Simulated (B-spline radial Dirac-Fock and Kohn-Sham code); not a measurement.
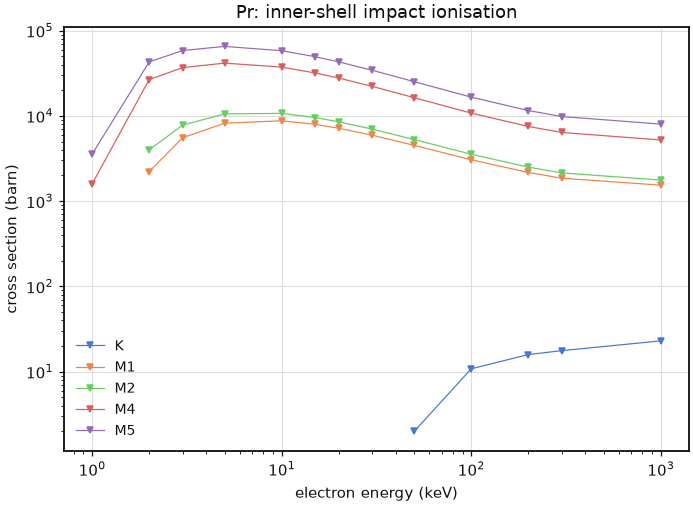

Inner-shell ionisation cross sections by electron impact. Species: atomic Pr. Method: the relativistic binary-encounter-Bethe model (direct ionisation alone) (computed with a B-spline radial atomic code). The model is low by up to a factor of two for deep shells of heavy atoms.

Question: What are the binding energy and the largest computed cross section of K?

Answer: 41.99 keV; 23.0 b at 1.0 MeV.

Question: Which of the subshells shown has the largest cross section?

Answer: M5 (3d5/2): 65400 b near 5.0 keV.
